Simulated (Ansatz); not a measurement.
**H₂ + SiH₃O radical: a complex and its separated parts, part 1 of 2**

Aim: how far the complex at one end of a reaction step lies below its separated, relaxed parts, level by level.

Method: PBE0-D4/def2-TZVP structures, single points in def2-TZVPP, no counterpoise correction; program: Ansatz 0.2.0, Gaussian basis.

Levels: SPW92, PBE-D4, BLYP-D4, r2SCAN-D4, B97M-V, PBE0-D4, B3LYP-D4, r2SCAN0-D4, BHLYP-D4, CAM-B3LYP-D4, wB97X-V, wB97M-V, B2PLYP, PBE-QIDH, RPA on PBE, Hartree-Fock, MP2, CCSD, CCSD(T).

Correlated methods freeze the cores. Orbitals are unrestricted. B3LYP uses VWN-RPA correlation. B2PLYP carries no dispersion term here.

78 further runs of the same task are left out: 2 that didn't finish, 76 set aside as unsound or not needed.

### 1 The starting structure

The complex: 7 atoms, charge 0, spin multiplicity 2.

Atoms are counted from 1 here; the program's logs count them from 0.

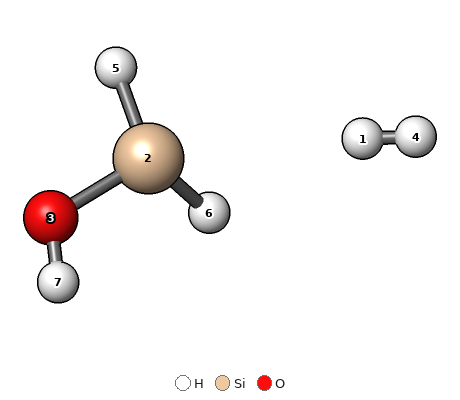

The starting geometry (hydrogen white, silicon light orange, oxygen red); atoms are numbered from 1 in the order of the file.

As a file:

```xyz
7
H5OSi
H    -1.5352   -1.5569    1.4637
Si    0.2582    0.6708   -0.2152
O     0.6518    0.9006   -1.8028
H    -1.7191   -2.0470    1.9973
H     0.1434    2.0321    0.3725
H     1.3082   -0.1242    0.4962
H     0.8927    0.1247   -2.3116
```

Its parts: H₂ holds atoms 1, 4; SiH₃O radical holds atoms 2, 3, 5, 6, 7. Each part counts its atoms afresh in its own runs.

### 2 Relaxing H₂ alone

Input file relax-a/in.yaml:

```yaml
crystal:
  periodic: [false, false, false]
  atoms:
    - {symbol: H, position_ang: [-1.535232, -1.556884, 1.463714]}
    - {symbol: H, position_ang: [-1.719086, -2.047033, 1.997285]}
basis:
  gaussian: {orbitals: def2-TZVP}
hamiltonian: {xc: pbe0, dispersion: d4}
relax: {f_tol: 0.005, max_steps: 200}
```

On the command line:

```
$ ansatz run in.yaml --threads 2 --pin off --events-out ev --progress --plain --max-ram 4352MiB
```

The program printed, shortened:

```text
Functional definition: PBE0
  name "PBE0"
  cite "Adamo & Barone, J. Chem. Phys. 110, 6158 (1999) doi:10.1063/1.478522"
  cite "Perdew, Burke & Ernzerhof, Phys. Rev. Lett. 77, 3865 (1996) doi:10.1103/PhysRevLett.77.3865"
  parent pbe
[...]
88 factors; their error is unknown
[...]
mean field -31.78861817 eV, -1.1682101707 hartree, gradient 1.7e-5 eV, S^2 0.000000; 0 other end points of the search recorded, 0 dependent functions left out
[...]
reference -31.78863404 eV, -1.1682107540 hartree; 1, 1 occupied and 11, 11 virtual orbitals, 88 factors
relax step   1: F+E_penalty+E_count = -31.79022518 eV  Δ(F+E_penalty+E_count) = +0.000e0 eV  max|allowed force component| = 3.533e-2 eV/Å  Δτ_max = 0.0000 Å  (15 SCF iters, accepted)
[...]
relax step   2: F+E_penalty+E_count = -31.79025928 eV  Δ(F+E_penalty+E_count) = -3.410e-5 eV  max|allowed force component| = 8.380e-4 eV/Å  Δτ_max = 0.0007 Å  (14 SCF iters, accepted)
88 factors; their error is unknown
mean field -31.78865273 eV, -1.1682114407 hartree, gradient 5.9e-6 eV, S^2 0.000000; 1 other end points of the search recorded, 0 dependent functions left out
[...]
reference -31.78866859 eV, -1.1682120236 hartree; 1, 1 occupied and 11, 11 virtual orbitals, 88 factors
Total energy: -31.79027514 eV, -1.1682710632 hartree
Atom 0 at    -1.535397    -1.557325     1.464194 Å, force    -0.000289    -0.000770     0.000838 eV/Å
Atom 1 at    -1.718921    -2.046592     1.996805 Å, force     0.000289     0.000770    -0.000838 eV/Å
Dipole moment:     0.000000     0.000000     0.000000 e Å
```

Run time: 0.15 s. Hardware: 2 threads of Arm Neoverse V2, shared host.

The steps of the relaxation:

| step | energy from step 1 (eV) | largest force component (eV/Å) |
| --- | --- | --- |
| 1 | 0.0000 | 0.0353 |
| 2 | 0.0000 | 0.0008 |

The bond:

| bond | before (Å) | after (Å) | change (Å) |
| --- | --- | --- | --- |
| H1–H2 | 0.747 | 0.746 | -0.001 |

### 3 Relaxing SiH₃O radical alone

Input file relax-b/in.yaml:

```yaml
crystal:
  periodic: [false, false, false]
  atoms:
    - {symbol: Si, position_ang: [0.258210, 0.670791, -0.215195]}
    - {symbol: O, position_ang: [0.651846, 0.900579, -1.802827]}
    - {symbol: H, position_ang: [0.143378, 2.032073, 0.372520]}
    - {symbol: H, position_ang: [1.308227, -0.124181, 0.496171]}
    - {symbol: H, position_ang: [0.892659, 0.124656, -2.311567]}
basis:
  gaussian: {orbitals: def2-TZVP}
magnetization: {spin_polarized: true, initial_magnetization: 1}
hamiltonian: {xc: pbe0, dispersion: d4}
relax: {f_tol: 0.005, max_steps: 200}
```

On the command line:

```
$ ansatz run in.yaml --threads 2 --pin off --events-out ev --progress --plain --max-ram 4352MiB
```

The program printed, shortened:

```text
[... 5 set-up lines as earlier in the session ...]
[...]
551 factors; their error is unknown
[...]
mean field -9968.60206549 eV, -366.3393689457 hartree, gradient 3.8e-5 eV, S^2 0.752177; 0 other end points of the search recorded, 0 dependent functions left out
[...]
Atom 1 at     0.654359     0.900666    -1.802092 Å, force    -0.000040     0.000164     0.001201 eV/Å
Atom 2 at     0.143940     2.031331     0.372173 Å, force    -0.000192     0.000147    -0.000344 eV/Å
Atom 3 at     1.308539    -0.122580     0.497481 Å, force     0.001176    -0.001022     0.000919 eV/Å
Atom 4 at     0.890747     0.125137    -2.313331 Å, force    -0.000256    -0.000058    -0.000250 eV/Å
Dipole moment:     0.060776    -0.267382    -0.076021 e Å
```

Wall time 4.9 s (2 threads of Arm Neoverse V2, shared host).

Step by step:

| step | energy from step 1 (eV) | largest force component (eV/Å) |
| --- | --- | --- |
| 1 | 0.0000 | 0.0274 |
| 2 | 0.0000 | 0.0104 |
| 3 | 0.0000 | 0.0062 |
| 4 | -0.0001 | 0.0015 |

Distances of close pairs at the start and the end, largest changes first:

| bond | before (Å) | after (Å) | change (Å) |
| --- | --- | --- | --- |
| Si1–O2 | 1.652 | 1.652 | +0.001 |
| Si1–H3 | 1.487 | 1.487 | +0.000 |
| Si1–H4 | 1.497 | 1.497 | +0.000 |
| O2–H5 | 0.959 | 0.958 | -0.000 |

### 4 SPW92/def2-TZVPP

Input file parta/in.yaml:

```yaml
crystal:
  periodic: [false, false, false]
  atoms:
    - {symbol: H, position_ang: [-1.535397, -1.557325, 1.464194]}
    - {symbol: H, position_ang: [-1.718921, -2.046592, 1.996805]}
basis:
  gaussian: {orbitals: def2-TZVPP}
hamiltonian: {xc: lda}
```

Input file partb/in.yaml:

```yaml
crystal:
  periodic: [false, false, false]
  atoms:
    - {symbol: Si, position_ang: [0.256735, 0.669365, -0.215129]}
    - {symbol: O, position_ang: [0.654359, 0.900666, -1.802092]}
    - {symbol: H, position_ang: [0.143940, 2.031331, 0.372173]}
    - {symbol: H, position_ang: [1.308539, -0.122580, 0.497481]}
    - {symbol: H, position_ang: [0.890747, 0.125137, -2.313331]}
basis:
  gaussian: {orbitals: def2-TZVPP}
magnetization: {spin_polarized: true, initial_magnetization: 1}
hamiltonian: {xc: lda}
```

The same command starts each run, in its folder.

On the command line:

```
$ ansatz run in.yaml --threads 2 --pin off --events-out ev --progress --plain --max-ram 4352MiB
```

Log of parta, shortened:

```text
Functional definition: SPW92
  name "SPW92"
  cite "Dirac, Proc. Camb. Phil. Soc. 26, 376 (1930) doi:10.1017/S0305004100016108"
  cite "Slater, Phys. Rev. 81, 385 (1951) doi:10.1103/PhysRev.81.385"
  cite "Perdew & Wang, Phys. Rev. B 45, 13244 (1992) doi:10.1103/PhysRevB.45.13244"
[...]
118 factors; their error is unknown
[...]
mean field -30.93528571 eV, -1.1368507813 hartree, gradient 4.4e-5 eV, S^2 0.000000; 0 other end points of the search recorded, 0 dependent functions left out
reference -30.93530639 eV, -1.1368515412 hartree; 1, 1 occupied and 27, 27 virtual orbitals, 118 factors
Total energy: -30.93530639 eV, -1.1368515412 hartree
```

partb printed, shortened:

```text
[... 5 set-up lines as earlier in the session ...]
[...]
616 factors; their error is unknown
[...]
mean field -9927.22937202 eV, -364.8189505039 hartree, gradient 2.9e-5 eV, S^2 0.751013; 0 other end points of the search recorded, 0 dependent functions left out
reference -9927.22940237 eV, -364.8189516194 hartree; 13, 12 occupied and 102, 103 virtual orbitals, 616 factors
Total energy: -9927.22940237 eV, -364.8189516194 hartree
```

They took 0.1 s (parta), 0.55 s (partb) on 2 threads of Arm Neoverse V2, shared host.

### 5 PBE-D4/def2-TZVPP

Each input of step 4 (parta, partb) changes in the same lines:

```diff
-hamiltonian: {xc: lda}
+hamiltonian: {xc: pbe, dispersion: d4}
```

Each run has its own folder and the same command.

On the command line:

```
$ ansatz run in.yaml --threads 2 --pin off --events-out ev --progress --plain --max-ram 4352MiB
```

Output in parta, shortened:

```text
Functional definition: PBE
  name "PBE"
[... 2 set-up lines as earlier in the session ...]
[...]
118 factors; their error is unknown
[...]
mean field -31.73221957 eV, -1.1661375602 hartree, gradient 3.1e-5 eV, S^2 0.000000; 0 other end points of the search recorded, 0 dependent functions left out
reference -31.73224124 eV, -1.1661383568 hartree; 1, 1 occupied and 27, 27 virtual orbitals, 118 factors
Total energy: -31.73426046 eV, -1.1662125617 hartree
```

partb printed, shortened:

```text
[... 4 set-up lines as earlier in the session ...]
[...]
616 factors; their error is unknown
[...]
mean field -9967.85996712 eV, -366.3120973334 hartree, gradient 5.8e-5 eV, S^2 0.751865; 0 other end points of the search recorded, 0 dependent functions left out
reference -9967.86000143 eV, -366.3120985944 hartree; 13, 12 occupied and 102, 103 virtual orbitals, 616 factors
Total energy: -9967.91637729 eV, -366.3141703690 hartree
```

Times: 0.1 s (parta), 1.1 s (partb) on 2 threads of Arm Neoverse V2, shared host.

### 6 BLYP-D4/def2-TZVPP

The same edit goes into each in.yaml of step 5 (parta, partb):

```diff
-hamiltonian: {xc: pbe, dispersion: d4}
+hamiltonian: {xc: {name: BLYP}, dispersion: d4}
```

Each run has its own folder and the same command.

On the command line:

```
$ ansatz run in.yaml --threads 2 --pin off --events-out ev --progress --plain --max-ram 4352MiB
```

Log of parta, shortened:

```text
Functional definition: BLYP
  name "BLYP"
  cite "Becke, Phys. Rev. A 38, 3098 (1988) doi:10.1103/PhysRevA.38.3098"
  cite "Lee, Yang & Parr, Phys. Rev. B 37, 785 (1988) doi:10.1103/PhysRevB.37.785"
[...]
118 factors; their error is unknown
[...]
mean field -31.82604627 eV, -1.1695856280 hartree, gradient 8.3e-5 eV, S^2 0.000000; 0 other end points of the search recorded, 0 dependent functions left out
reference -31.82623869 eV, -1.1695926994 hartree; 1, 1 occupied and 27, 27 virtual orbitals, 118 factors
Total energy: -31.83113658 eV, -1.1697726933 hartree
```

Output in partb, shortened:

```text
[... 4 set-up lines as earlier in the session ...]
[...]
616 factors; their error is unknown
[...]
mean field -9973.82403425 eV, -366.5312727579 hartree, gradient 4.6e-5 eV, S^2 0.751476; 0 other end points of the search recorded, 0 dependent functions left out
reference -9973.82430917 eV, -366.5312828610 hartree; 13, 12 occupied and 102, 103 virtual orbitals, 616 factors
Total energy: -9973.95411720 eV, -366.5360532180 hartree
```

Wall times: 0.1 s (parta), 1.1 s (partb) on 2 threads of Arm Neoverse V2, shared host.

### 7 r2SCAN-D4/def2-TZVPP

Each input of step 6 (parta, partb) changes in the same lines:

```diff
-hamiltonian: {xc: {name: BLYP}, dispersion: d4}
+hamiltonian: {xc: r2scan, dispersion: d4}
```

One command serves all of them, each in its own folder.

On the command line:

```
$ ansatz run in.yaml --threads 2 --pin off --events-out ev --progress --plain --max-ram 4352MiB
```

Output in parta, shortened:

```text
Functional definition: r2SCAN
  name "r2SCAN"
  cite "Furness, Kaplan, Ning, Perdew & Sun, J. Phys. Chem. Lett. 11, 8208 (2020) doi:10.1021/acs.jpclett.0c02405"
  cite "Furness, Kaplan, Ning, Perdew & Sun, J. Phys. Chem. Lett. 11, 9248 (2020) doi:10.1021/acs.jpclett.0c03077"
  parent r2scan
[...]
118 factors; their error is unknown
[...]
mean field -31.87205211 eV, -1.1712763114 hartree, gradient 4.1e-5 eV, S^2 0.000000; 0 other end points of the search recorded, 0 dependent functions left out
reference -31.87205873 eV, -1.1712765546 hartree; 1, 1 occupied and 27, 27 virtual orbitals, 118 factors
Total energy: -31.87256011 eV, -1.1712949801 hartree
```

Output in partb, shortened:

```text
[... 5 set-up lines as earlier in the session ...]
[...]
616 factors; their error is unknown
[...]
mean field -9972.52579305 eV, -366.4835632738 hartree, gradient 2.7e-5 eV, S^2 0.753442; 0 other end points of the search recorded, 0 dependent functions left out
reference -9972.52580529 eV, -366.4835637236 hartree; 13, 12 occupied and 102, 103 virtual orbitals, 616 factors
Total energy: -9972.53826683 eV, -366.4840216767 hartree
```

They took 0.3 s (parta), 2.4 s (partb) on 2 threads of Arm Neoverse V2, shared host.

### 8 B97M-V/def2-TZVPP

The same edit goes into each in.yaml of step 7 (parta, partb):

```diff
-hamiltonian: {xc: r2scan, dispersion: d4}
+hamiltonian: {xc: {name: B97M-V}}
```

Each run has its own folder and the same command.

On the command line:

```
$ ansatz run in.yaml --threads 2 --pin off --events-out ev --progress --plain --max-ram 4352MiB
```

parta printed, shortened:

```text
Functional definition: B97M-V
  name "B97M-V"
  cite "Mardirossian & Head-Gordon, J. Chem. Phys. 142, 074111 (2015) doi:10.1063/1.4907719"
  cite "Becke, J. Chem. Phys. 107, 8554 (1997) doi:10.1063/1.475007"
  cite "Vydrov & Van Voorhis, J. Chem. Phys. 133, 244103 (2010) doi:10.1063/1.3521275"
  # Of w^i u^j: cxij and so on, Table III.
[...]
  gx(w, u) = cx00 + cx01*u + cx02*u^2 + (cx10 + cx11*u)*w
  gss(w, u) = css00 + css02*u^2 + css10*w + (css32*w^3 + css42*w^4)*u^2
  gos(w, u) = cos00 + cos01*u + cos03*u^3 + cos10*w + cos32*w^3*u^2
[...]
      + integral(e_c_pw_mod_opposite_spin*gos(b97_w_opposite, b97_u_opposite)) + vv10(b, c)
118 factors; their error is unknown
[...]
mean field -31.90529662 eV, -1.1724980245 hartree, gradient 8.2e-6 eV, S^2 0.000000; 0 other end points of the search recorded, 0 dependent functions left out
reference -31.90532630 eV, -1.1724991153 hartree; 1, 1 occupied and 27, 27 virtual orbitals, 118 factors
Total energy: -31.90532630 eV, -1.1724991153 hartree
```

Log of partb, shortened:

```text
[... 5 set-up lines as earlier in the session ...]
  # Of w^i u^j: cxij and so on, Table III.
[...]
  gx(w, u) = cx00 + cx01*u + cx02*u^2 + (cx10 + cx11*u)*w
[...]
  gos(w, u) = cos00 + cos01*u + cos03*u^3 + cos10*w + cos32*w^3*u^2
[...]
      + integral(e_c_pw_mod_opposite_spin*gos(b97_w_opposite, b97_u_opposite)) + vv10(b, c)
616 factors; their error is unknown
[...]
mean field -9971.48454553 eV, -366.4452981331 hartree, gradient 2.8e-5 eV, S^2 0.752189; 0 other end points of the search recorded, 0 dependent functions left out
reference -9971.48459622 eV, -366.4452999962 hartree; 13, 12 occupied and 102, 103 virtual orbitals, 616 factors
Total energy: -9971.48459622 eV, -366.4452999962 hartree
```

They took 0.2 s (parta), 4.6 s (partb) on 2 threads of Arm Neoverse V2, shared host.

### 9 PBE0-D4/def2-TZVPP

The same edit goes into each in.yaml of step 8 (parta, partb):

```diff
-hamiltonian: {xc: {name: B97M-V}}
+hamiltonian: {xc: pbe0, dispersion: d4}
+output: {orbitals: {seedname: orbitals}}
```

The same command starts each run, in its folder.

On the command line:

```
$ ansatz run in.yaml --threads 2 --pin off --events-out ev --progress --plain --max-ram 4352MiB
```

parta printed, shortened:

```text
[... 5 set-up lines as earlier in the session ...]
[...]
118 factors; their error is unknown
[...]
mean field -31.79610796 eV, -1.1684854155 hartree, gradient 5.5e-5 eV, S^2 0.000000; 0 other end points of the search recorded, 0 dependent functions left out
reference -31.79612395 eV, -1.1684860032 hartree; 1, 1 occupied and 27, 27 virtual orbitals, 118 factors
Total energy: -31.79773050 eV, -1.1685450428 hartree
```

partb printed, shortened:

```text
[... 5 set-up lines as earlier in the session ...]
[...]
619 factors; their error is unknown
[...]
mean field -9968.65803835 eV, -366.3414259103 hartree, gradient 3.8e-5 eV, S^2 0.752259; 0 other end points of the search recorded, 0 dependent functions left out
reference -9968.65806408 eV, -366.3414268558 hartree; 13, 12 occupied and 102, 103 virtual orbitals, 619 factors
Total energy: -9968.70435402 eV, -366.3431279796 hartree
```

Wall times: 0.1 s (parta), 1.2 s (partb) on 2 threads of Arm Neoverse V2, shared host.

### 10 B3LYP-D4/def2-TZVPP

The same edit goes into each in.yaml of step 9 (parta, partb):

```diff
-hamiltonian: {xc: pbe0, dispersion: d4}
-output: {orbitals: {seedname: orbitals}}
+hamiltonian: {xc: {name: B3LYP}, dispersion: d4}
```

The same command starts each run, in its folder.

On the command line:

```
$ ansatz run in.yaml --threads 2 --pin off --events-out ev --progress --plain --max-ram 4352MiB
```

Output in parta, shortened:

```text
Functional definition: B3LYP
  name "B3LYP"
  cite "Stephens, Devlin, Chabalowski & Frisch, J. Phys. Chem. 98, 11623 (1994) doi:10.1021/j100096a001"
[... 2 set-up lines as earlier in the session ...]
  cite "Vosko, Wilk & Nusair, Can. J. Phys. 58, 1200 (1980) doi:10.1139/p80-159"
[...]
118 factors; their error is unknown
[...]
mean field -32.10922938 eV, -1.1799924155 hartree, gradient 4.5e-5 eV, S^2 0.000000; 0 other end points of the search recorded, 0 dependent functions left out
reference -32.10937149 eV, -1.1799976376 hartree; 1, 1 occupied and 27, 27 virtual orbitals, 118 factors
Total energy: -32.11252256 eV, -1.1801134376 hartree
```

Output in partb, shortened:

```text
[... 6 set-up lines as earlier in the session ...]
[...]
619 factors; their error is unknown
[...]
mean field -9974.94353243 eV, -366.5724135573 hartree, gradient 3.6e-5 eV, S^2 0.751844; 0 other end points of the search recorded, 0 dependent functions left out
reference -9974.94373717 eV, -366.5724210813 hartree; 13, 12 occupied and 102, 103 virtual orbitals, 619 factors
Total energy: -9975.03581736 eV, -366.5758049659 hartree
```

Wall times: 0.1 s (parta), 1.4 s (partb) on 2 threads of Arm Neoverse V2, shared host.

### 11 r2SCAN0-D4/def2-TZVPP

The same edit goes into each in.yaml of step 10 (parta, partb):

```diff
-hamiltonian: {xc: {name: B3LYP}, dispersion: d4}
+hamiltonian: {xc: {name: r2SCAN0}, dispersion: d4}
```

The same command starts each run, in its folder.

On the command line:

```
$ ansatz run in.yaml --threads 2 --pin off --events-out ev --progress --plain --max-ram 4352MiB
```

Output in parta, shortened:

```text
Functional definition: r2SCAN0
  name "r2SCAN0"
  cite "Bursch, Neugebauer, Ehlert & Grimme, J. Chem. Phys. 156, 134105 (2022) doi:10.1063/5.0086040"
[... 3 set-up lines as earlier in the session ...]
[...]
118 factors; their error is unknown
[...]
mean field -31.85187229 eV, -1.1705347165 hartree, gradient 1.4e-5 eV, S^2 0.000000; 0 other end points of the search recorded, 0 dependent functions left out
reference -31.85187741 eV, -1.1705349049 hartree; 1, 1 occupied and 27, 27 virtual orbitals, 118 factors
Total energy: -31.85241879 eV, -1.1705548000 hartree
```

partb printed, shortened:

```text
[... 6 set-up lines as earlier in the session ...]
[...]
619 factors; their error is unknown
[...]
mean field -9972.11377789 eV, -366.4684219958 hartree, gradient 5.8e-5 eV, S^2 0.753486; 0 other end points of the search recorded, 0 dependent functions left out
reference -9972.11378750 eV, -366.4684223492 hartree; 13, 12 occupied and 102, 103 virtual orbitals, 619 factors
Total energy: -9972.12843111 eV, -366.4689604919 hartree
```

They took 0.3 s (parta), 2.6 s (partb) on 2 threads of Arm Neoverse V2, shared host.

### 12 BHLYP-D4/def2-TZVPP

The same edit goes into each in.yaml of step 11 (parta, partb):

```diff
-hamiltonian: {xc: {name: r2SCAN0}, dispersion: d4}
+hamiltonian: {xc: {name: BHLYP}, dispersion: d4}
```

One command serves all of them, each in its own folder.

On the command line:

```
$ ansatz run in.yaml --threads 2 --pin off --events-out ev --progress --plain --max-ram 4352MiB
```

parta printed, shortened:

```text
Functional definition: BHLYP
  name "BHLYP"
  cite "Becke, J. Chem. Phys. 98, 1372 (1993) doi:10.1063/1.464304"
[... 2 set-up lines as earlier in the session ...]
[...]
118 factors; their error is unknown
[...]
mean field -31.83805906 eV, -1.1700270897 hartree, gradient 5.6e-5 eV, S^2 0.000000; 0 other end points of the search recorded, 0 dependent functions left out
reference -31.83815462 eV, -1.1700306015 hartree; 1, 1 occupied and 27, 27 virtual orbitals, 118 factors
Total energy: -31.83989820 eV, -1.1700946771 hartree
```

Log of partb, shortened:

```text
[... 5 set-up lines as earlier in the session ...]
[...]
664 factors; their error is unknown
[...]
mean field -9973.26858039 eV, -366.5108602052 hartree, gradient 4.8e-5 eV, S^2 0.752784; 0 other end points of the search recorded, 0 dependent functions left out
reference -9973.26871812 eV, -366.5108652666 hartree; 13, 12 occupied and 102, 103 virtual orbitals, 664 factors
Total energy: -9973.33589328 eV, -366.5133339083 hartree
```

Times: 0.1 s (parta), 1.5 s (partb) on 2 threads of Arm Neoverse V2, shared host.

### 13 CAM-B3LYP-D4/def2-TZVPP

Each input of step 12 (parta, partb) changes in the same lines:

```diff
-hamiltonian: {xc: {name: BHLYP}, dispersion: d4}
+hamiltonian: {xc: {name: CAM-B3LYP}, dispersion: d4}
```

Each run has its own folder and the same command.

On the command line:

```
$ ansatz run in.yaml --threads 2 --pin off --events-out ev --progress --plain --max-ram 4352MiB
```

parta printed, shortened:

```text
Functional definition: CAM-B3LYP
  name "CAM-B3LYP"
  cite "Yanai, Tew & Handy, Chem. Phys. Lett. 393, 51 (2004) doi:10.1016/j.cplett.2004.06.011"
  cite "Iikura, Tsuneda, Yanai & Hirao, J. Chem. Phys. 115, 3540 (2001) doi:10.1063/1.1383587"
[... 2 set-up lines as earlier in the session ...]
[...]
  # Exact exchange under (alpha + beta erf(omega r))/r, Becke's under what is left of 1/r.
[...]
118 factors; their error is unknown
42 factors; integrals over basis functions are off by at most 6.3e-5 eV
[...]
mean field -31.88030455 eV, -1.1715795831 hartree, gradient 6.4e-5 eV, S^2 0.000000; 0 other end points of the search recorded, 0 dependent functions left out
reference -31.88037449 eV, -1.1715821533 hartree; 1, 1 occupied and 27, 27 virtual orbitals, 118 factors
Total energy: -31.88188789 eV, -1.1716377696 hartree
```

partb printed, shortened:

```text
[... 6 set-up lines as earlier in the session ...]
[...]
  # Exact exchange under (alpha + beta erf(omega r))/r, Becke's under what is left of 1/r.
[...]
619 factors; their error is unknown
156 factors; integrals over basis functions are off by at most 1.6e-5 eV
[...]
mean field -9973.77779992 eV, -366.5295736776 hartree, gradient 3.9e-5 eV, S^2 0.752117; 0 other end points of the search recorded, 0 dependent functions left out
reference -9973.77789908 eV, -366.5295773218 hartree; 13, 12 occupied and 102, 103 virtual orbitals, 619 factors
Total energy: -9973.82410744 eV, -366.5312754475 hartree
```

Times: 0.15 s (parta), 1.6 s (partb) on 2 threads of Arm Neoverse V2, shared host.

(Continued in part 2 of 2.)
